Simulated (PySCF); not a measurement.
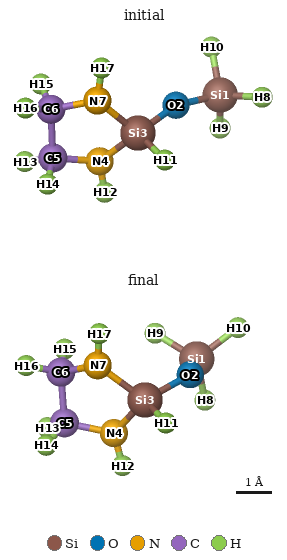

The structure of C$_{2}$H$_{10}$N$_{2}$OSi$_{2}$ before (top) and after (bottom) a relaxation, at one scale.

The picture is a ball-and-stick view, seen at a tilt.

The start comes from GFN2-xTB. Its atoms were then displaced at random by about 0.01 Å.

Theory: PySCF, PBE0-D3(BJ)/def2-SVP geometry optimisation, gas phase. 

What changed between the two?

Answer. The atom that moves furthest after the best rigid fit is H9 (2.62 Å). By element the largest moves are H 2.62 Å, O 0.79 Å, Si 0.68 Å, N 0.58 Å, C 0.47 Å. Among the contacts that change: Si1–H9 1.425 → 1.496 Å, Si3–N4 1.687 → 1.733 Å, O2–Si3 1.626 → 1.667 Å, Si1–H8 1.454 → 1.493 Å. Bond angles that change, for instance: Si1–O2–Si3 160.8° → 129.2°, N7–Si3–H11 109.7° → 114.3°, C5–N4–H12 111.5° → 116.1°. Groups turn about O2–Si3 by about 100°. The energy falls by 0.367 eV in 24 geometry steps.
